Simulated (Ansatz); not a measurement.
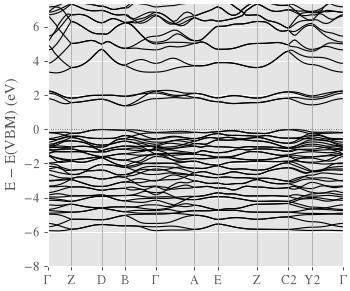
*Band structure from plane-wave PAW r²SCAN+D4 (Ansatz code)*

The gap is 1.36 eV; an edge lies off the plotted path or next to a special point (maximum off the standard path, minimum off the standard path).

The material is PtI$_{2}$ in space group P2_1/c (No. 14; Pt on 4e, I on 4e, I on 4e).

The workflow started from a Materials Project entry (that database holds measured and hypothetical structures alike); the Crystallography Open Database copy checked does not list it. Whether it is the stable phase at ambient conditions was not checked. The cell was relaxed with r²SCAN+D4 under the symmetry of its start; whether a distortion lowers the energy is not shown. No spin polarisation was allowed. Scalar-relativistic: spin–orbit coupling is off unless named, which matters more the heavier the elements.

Potentials: the later of the program's two PAW sets.
